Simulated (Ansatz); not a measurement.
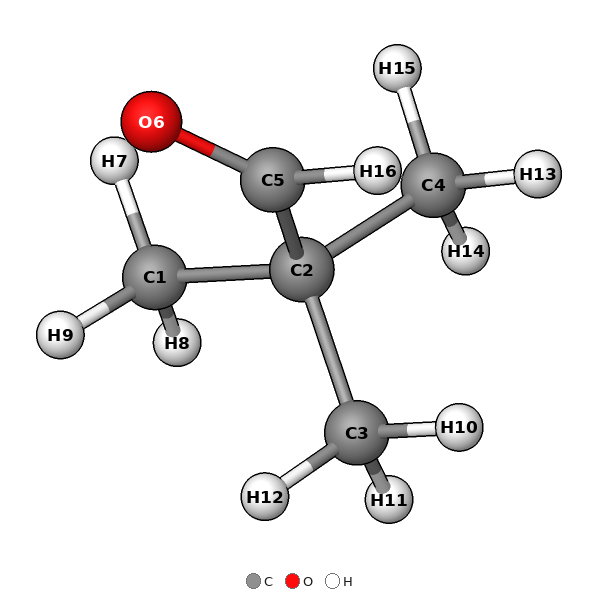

Sticks follow a distance rule. Harmonic vibrations computed with RKS PBE0-D4/def2-TZVP (Ansatz 0.2.0) at a stationary point of the same level.

**How many imaginary frequencies does it have?**

A minimum: no imaginary frequency, and the lowest mode lies at 81 cm⁻¹.

**How many vibrational modes are there, and where do they lie?**

42 modes: 81, 197, 244, 246, 274, 321, 344, 380, 396, 602, 781, 900, 953, 958, 958, 960, 1054, 1071, 1242, 1246, 1307, 1385, 1394, 1400, 1428, 1467, 1474, 1476, 1490, 1498, 1511, 1842, 2864, 3041, 3044, 3057, 3116, 3119, 3125, 3126, 3132, 3140 cm⁻¹.
